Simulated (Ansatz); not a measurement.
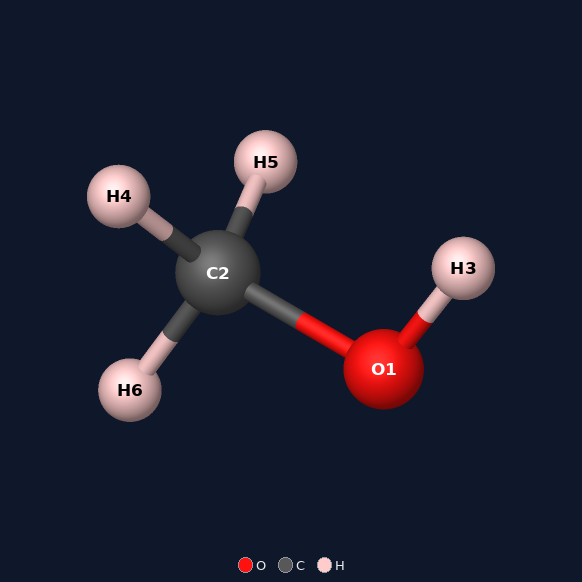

Harmonic vibrations computed with RKS PBE0-D4/def2-TZVP (Ansatz 0.2.0) at a stationary point of the same level.

**How many imaginary frequencies does it have?**

A minimum: no imaginary frequency, and the lowest mode lies at 307 cm⁻¹.

**How many vibrational modes are there, and where do they lie?**

12 modes: 307, 1064, 1108, 1174, 1374, 1477, 1490, 1505, 3005, 3057, 3132, 3879 cm⁻¹.
